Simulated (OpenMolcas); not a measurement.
**Ta²⁺ among point charges: CASSCF and CASPT2 levels and susceptibility**

Aim: the splitting of the states of Ta²⁺ in the field of 6 point charges, its lowest levels with spin-orbit coupling and its magnetic susceptibility.

Program: OpenMolcas 26.06. Level of theory: state-averaged CASSCF and CASPT2, spin-orbit coupling by RASSI with atomic mean-field integrals. These are calculated values, not measurements, unless marked.

## (1) The system

| Quantity | Value |
| --- | --- |
| Species | Ta²⁺ (tantalum, Z = 73, 71 electrons) |
| Basis | ANO-RCC-VDZP [7s6p4d2f1g], 68 functions |
| Scalar Hamiltonian | DKH2, point nucleus |
| Inactive shells | 1s 2s 2p 3s 3p 3d 4s 4p 4d 4f 5s 5p |
| Active space | 3 electrons in 5 orbitals (5d) |
| Some configurations of this space | 5d3 |
| Orbitals | optimised for each spin and parity, averaged over all roots |

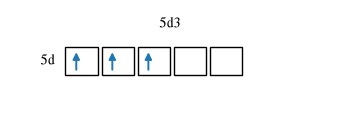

Outer shells as boxes.

The ion sits among 6 point charges of -0.8 e arranged as an octahedron (Oh), 2.19 Å from the ion.

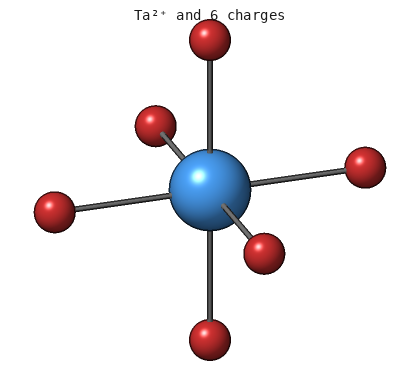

The ion and the point charges (red).

The work runs as a chain of OpenMolcas steps in one folder; each step below is one input file. Labels, J, g values, rates, χT and fits are worked out afterwards by a script from the matrices that RASSI stores. The input lists half of the charges; inversion (Group=XYZ) makes the rest.

## (2) One- and two-electron integrals

Input file a.inp:

```
&GATEWAY
Coord
1

Ta 0.0 0.0 0.0
Basis=ANO-RCC-VDZP
Group=XYZ
NoMove
AngMom=0.0 0.0 0.0
AMFI
XField
3 Angstrom 0
2.190000 0.000000 0.000000 -0.800000
0.000000 2.190000 0.000000 -0.800000
0.000000 0.000000 2.190000 -0.800000
&SEWARD
```

Launch:

```console
$ OMP_NUM_THREADS=1 MOLCAS_MEM=1689 MOLCAS_PROJECT=a pymolcas a.inp > a.log
```

## (3) CASSCF: quartets of even parity, 10 roots

Input file a.inp:

```
&RASSCF
FileOrb=start.orb
Symmetry=1
Spin=4
nActEl=3 0 0
Inactive=15 19
Ras2=5 0
CIRoot=10 10 1
SDav=10
CIMx=300
Iter=120 100
PrWF=0.3
OrbListing=Nothing
MaxOrb=0
>>> COPY $Project.JobIph JOB001
```

start.orb holds the contracted functions of the basis, ordered by shell, or the orbitals of the step before.

## (4) Reference wave functions, doublets of even parity, 40 roots

Input file a.inp:

```
&RASSCF
FileOrb=start.orb
Symmetry=1
Spin=2
nActEl=3 0 0
Inactive=15 19
Ras2=5 0
CIRoot=40 40 1
SDav=40
CIMx=300
Iter=120 100
PrWF=0.3
OrbListing=Nothing
MaxOrb=0
>>> COPY $Project.JobIph JOB002
```

## (5) State interaction with spin-orbit coupling

Input file a.inp:

```
&RASSI
NrOfJobIphs=2 10 40
1 2 3 4 5 6 7 8 9 10
1 2 3 4 5 6 7 8 9 10 11 12 13 14 15 16 17 18 19 20 21 22 23 24 25 26 27
28 29 30 31 32 33 34 35 36 37 38 39 40
IphNames
JOB001
JOB002
EJob
SpinOrbit
DIPRint=1.0
SOCoupling=1000.0
Subsets=2
Property=9
'ANGMOM' 1 'ANGMOM' 2 'ANGMOM' 3 'MLTPL  1' 1 'MLTPL  1' 2 'MLTPL  1' 3
'AMFI' 1 'AMFI' 2 'AMFI' 3
SOProperty=3
'ANGMOM' 1 'ANGMOM' 2 'ANGMOM' 3
```

## (6) CASPT2: IPEA 0.25, imaginary shift 0.1 (closed shells correlated: 4f 5s 5p)

Input file a.inp:

```
>>> COPY JOB001 $Project.JobIph
&CASPT2
Multistate=10 1 2 3 4 5 6 7 8 9 10
NoMult
Frozen=14 9
IPEA=0.25
Imaginary=0.1
MaxIter=60
WThr=0.0 0.3 0.05
PrWF=0.5
NoMix
>>> COPY JOB002 $Project.JobIph
&CASPT2
Multistate=40 1 2 3 4 5 6 7 8 9 10 11 12 13 14 15 16 17 18 19 20 21 22
23 24 25 26 27 28 29 30 31 32 33 34 35 36 37 38 39 40
NoMult
Frozen=14 9
IPEA=0.25
Imaginary=0.1
MaxIter=60
WThr=0.0 0.3 0.05
PrWF=0.5
NoMix
```

(Steps that only read results are left out.)

Q: Predict the outcome of this session. Wanted: spin-free ground state; first state of the same spin within the active space; lowest level; next level.

The runs gave:

| quantity | value |
| --- | --- |
| method | SS-CASPT2, IPEA 0.25, imaginary shift 0.1 (closed shells correlated: 4f 5s 5p) |
| spin-free ground state | 4A2, 1-fold in its orbital part |
| first state of the same spin within the active space | 4T2 at 8200 cm⁻¹ |
| lowest level | 4-fold Γ8 |
| next level | 6879.3 cm⁻¹ |
| χT at 300 K | 0.77 cm³ K/mol |
| effective moment at 300 K | 2.48 μB |

Cost by method:

```tsv
method	time of its own steps	time with the reference
A. CASSCF	11 s	11 s
B. SS-CASPT2, IPEA 0.25, imaginary shift 0.1, +4f 5s 5p	8 s	19 s
```

Times are of one thread on a shared host.

The spin-free ground state (4A2) comes to 100 % from free-ion F terms and keeps the highest spin of the shell. χT at 300 K is 0.77, against 1.88 cm³ K/mol for the spin alone, so spin-orbit coupling lowers it. CASPT2 does not keep the components of a term degenerate, and the means are used. The field of point charges can differ much from that of real complexes. Point charges carry no covalency, so the field is a model and not that of real ligands.
